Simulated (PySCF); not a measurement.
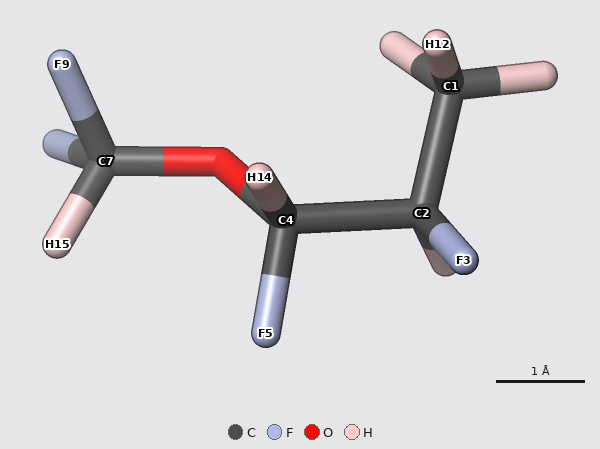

Fig. 1: The input geometry (stick view, seen at a tilt; atoms are numbered from 1 in the order of the input).

# Run report: C₄H₆F₄O, NMR shielding calculation

System: C₄H₆F₄O.
Method: GIAO PBE0/pcSseg-1 NMR shielding, non-relativistic, gas phase (PySCF 2.14.0).

The geometry comes from this level: GFN2-xTB, MD frame at 625 fs, 400 K. It belongs to a series of runs on one base structure; here: MD frame at 625 fs, 400 K. Figures and captions count atoms from 1; the log counts them from 0 in places.

### Input
```
{"job": {"kind": "nmr", "xc": "PBE0", "basis": "pcSseg-1", "pop": false}, "charge": 0, "multiplicity": 1}
C     -2.235600     1.151000    -0.309200
C     -1.858100    -0.281400    -0.217600
F     -2.351600    -0.977100    -1.291700
C     -0.309600    -0.340500    -0.503800
F     -0.043700    -1.622800    -0.402000
O      0.436000     0.456700     0.368800
C      1.744500     0.507200     0.321100
F      2.326100     0.872400     1.541200
F      2.185100     1.543300    -0.410000
H     -3.281000     1.265400    -0.050900
H     -1.583700     1.719300     0.380000
H     -2.122900     1.508000    -1.344700
H     -2.081300    -0.732300     0.745900
H     -0.057300     0.033500    -1.477300
H      2.319400    -0.462700     0.021500
```

The first line tells a small driver script what to run in PySCF; the rest is the geometry in Å.

Launch command:
```bash
OMP_NUM_THREADS=1 python <driver script> task.json out
```

### What the program printed
```
coarse grid: 13496 points
cycle   1  E = -629.6366711929  dE =  1.437e+00  |g| = 1.062e+00  |ddm| = 3.233e+00
cycle   2  E = -629.4723090150  dE =  1.644e-01  |g| = 1.511e+00  |ddm| = 1.290e+00
cycle   3  E = -629.8219559601  dE = -3.496e-01  |g| = 9.419e-02  |ddm| = 7.790e-01
cycle   4  E = -629.8229213422  dE = -9.654e-04  |g| = 5.760e-02  |ddm| = 8.271e-02
cycle   5  E = -629.8234630380  dE = -5.417e-04  |g| = 9.580e-03  |ddm| = 3.684e-02
cycle   6  E = -629.8234766417  dE = -1.360e-05  |g| = 3.489e-03  |ddm| = 7.464e-03
cycle   7  E = -629.8234789987  dE = -2.357e-06  |g| = 5.171e-04  |ddm| = 2.322e-03
final grid: 134688 points
cycle   8  E = -629.9130453641  dE = -5.565e-05  |g| = 1.057e-02  |ddm| = 2.284e-02
cycle   9  E = -629.9130308571  dE =  1.451e-05  |g| = 1.434e-02  |ddm| = 1.361e-02
cycle  10  E = -629.9130657920  dE = -3.493e-05  |g| = 8.558e-04  |ddm| = 7.568e-03
cycle  11  E = -629.9130659115  dE = -1.195e-07  |g| = 2.816e-04  |ddm| = 7.336e-04
cycle  12  E = -629.9130659235  dE = -1.194e-08  |g| = 8.939e-05  |ddm| = 1.886e-04
cycle  13  E = -629.9130659246  dE = -1.094e-09  |g| = 1.899e-05  |ddm| = 5.684e-05
cycle  14  E = -629.9130659246  dE = -5.366e-11  |g| = 5.104e-06  |ddm| = 1.329e-05
```

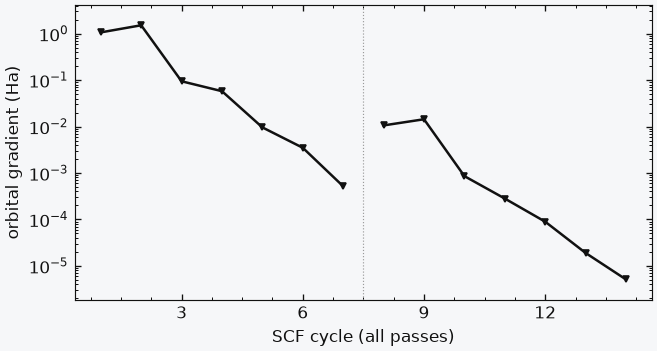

Fig. 2: Convergence of the self-consistent field: orbital gradient against the SCF cycle. The dotted line marks the change from a coarse to the final integration grid. The first 7 cycles use a coarse grid, the final grid takes over at cycle 8, and the field converges after 14 cycles in all.

```
converged SCF energy = -629.9130659246

GIAO shielding tensors (ppm)
atom      isotropic    diamagn.    paramagn.     s11        s22        s33       span
  0 C      167.654     249.241     -81.587    151.216    168.147    183.600     32.384
  1 C       92.760     249.739    -156.980     61.931     84.443    131.905     69.974
  2 F      384.904     470.954     -86.050    353.752    381.964    418.996     65.244
  3 C       75.879     240.114    -164.234     55.174     71.047    101.417     46.242
  4 F      350.702     474.076    -123.374    285.539    350.770    415.797    130.259
  5 O      190.184     403.103    -212.919    138.794    185.596    246.161    107.367
  6 C       63.216     233.513    -170.297     41.023     67.013     81.612     40.589
  7 F      236.362     470.870    -234.508     95.519    252.672    360.894    265.376
  8 F      257.978     471.092    -213.114    179.034    255.432    339.468    160.434
  9 H       30.098      26.856       3.242     26.124     27.358     36.813     10.688
 10 H       29.545      29.323       0.223     24.012     30.317     34.306     10.294
 11 H       30.084      28.864       1.220     26.981     28.178     35.093      8.112
 12 H       27.084      30.719      -3.635     25.526     26.592     29.134      3.608
 13 H       26.789      31.070      -4.281     24.155     27.238     28.973      4.818
 14 H       23.798      25.389      -1.591     19.903     23.763     27.729      7.826
```

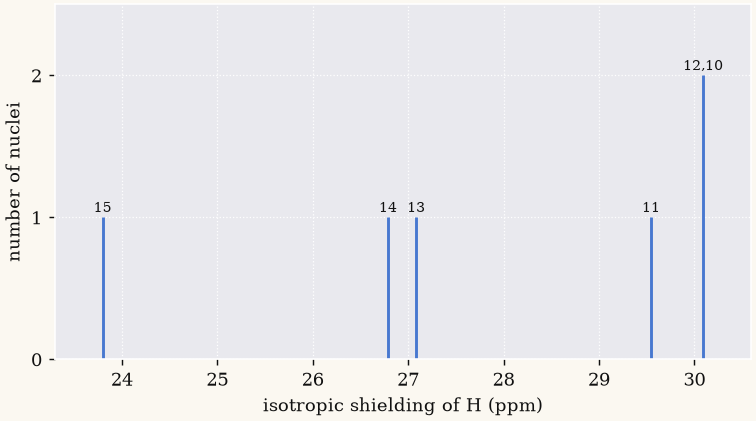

Fig. 3: Isotropic shieldings of the hydrogen nuclei in this fixed geometry, labelled by atom number; shielding grows to the right, so chemical shift grows to the left. The least shielded is H15 (23.8 ppm), the most shielded H10 (30.1 ppm).

### Results in brief

| quantity | value |
| --- | --- |
| outcome | converged |
| total energy | −629.913066 hartree |
| HOMO | −9.35 eV |
| LUMO | 1.44 eV |
| dipole moment | 1.45 D |
| isotropic shielding, C | 63.2 to 167.7 ppm |
| isotropic shielding, F | 236.4 to 384.9 ppm |
| isotropic shielding, O | 190.2 ppm |
| isotropic shielding, H | 23.8 to 30.1 ppm |
| hardware | 1 CPU thread, shared host |
| wall time | 21 s |
| peak memory | 0.89 GiB |
